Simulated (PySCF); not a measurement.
# C2H5NOSi (SMILES [H]/N=C\[SiH2]C=O): what the fields show

```xyz
10

N     2.3517   -0.1544   -0.0836
C     1.2154    0.0161   -0.5915
Si   -0.3838    0.6713    0.2277
C    -1.6537   -0.7550    0.0676
O    -2.1508   -1.3197    1.0076
H     2.4348    0.0798    0.9054
H     1.1574   -0.2432   -1.6499
H    -0.8682    1.7924   -0.5781
H    -0.1636    0.9906    1.6345
H    -1.9304   -1.0733   -0.9622
```

Geometry: GFN2-xTB.

Method: B3LYP/def2-SVPD, SCF density, gas phase in PySCF 2.14.0.

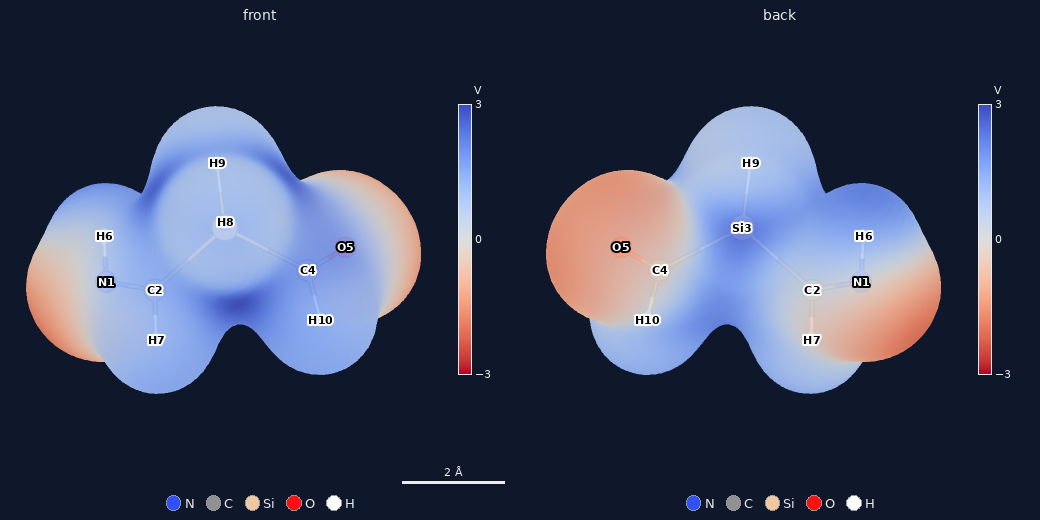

Figure 1. The electrostatic potential painted on the density surface at 0.004 e/bohr³, seen from the front and from behind; the colour scale runs from red (negative) to blue (positive).

### Where is the surface potential most negative and most positive?

The most negative region (about −1.9 V) lies over N1, the most positive (about +2.8 V) over Si3. N1 is the likeliest acceptor of a hydrogen bond.

### How polar is the molecule by this calculation?

Its dipole moment is 2.13 D.

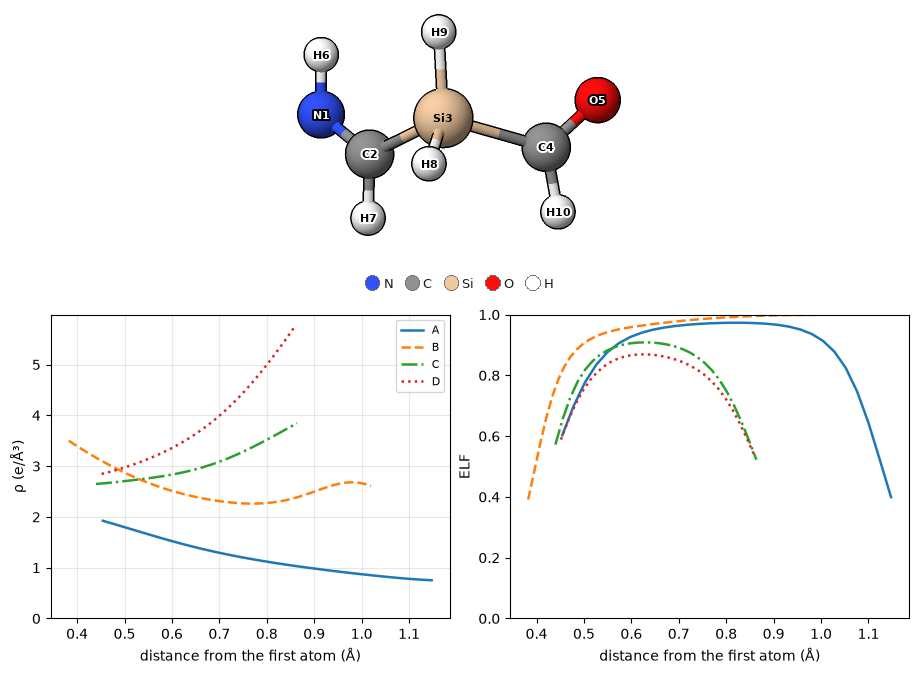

Figure 2. Total electron density and ELF along straight lines between neighbouring atoms. The curves leave out the atomic cores. The structure is drawn too.

### Which curve belongs to which contact (C–N, C–O, C–Si and N–H)? The first atom named is at distance zero.

Curve A: C–Si (1.91 Å): ρ is about 0.92 e/Å³ halfway; the ELF peaks at about 1 between the atoms; a covalent bond. Curve B: N–H (1.02 Å): ρ at the midpoint is about 2.8 e/Å³; the ELF climbs to about 1 towards the hydrogen, as it does in any bond to H; an ordinary covalent bond to hydrogen. Curve C: C–N (1.26 Å): the density is about 2.9 e/Å³ at the midpoint; the ELF peaks at about 0.90 between the atoms; a multiple bond. Curve D: C–O (1.20 Å): ρ at the midpoint is about 3.4 e/Å³; the ELF peaks at about 0.85 between the atoms; a short, multiple covalent bond.
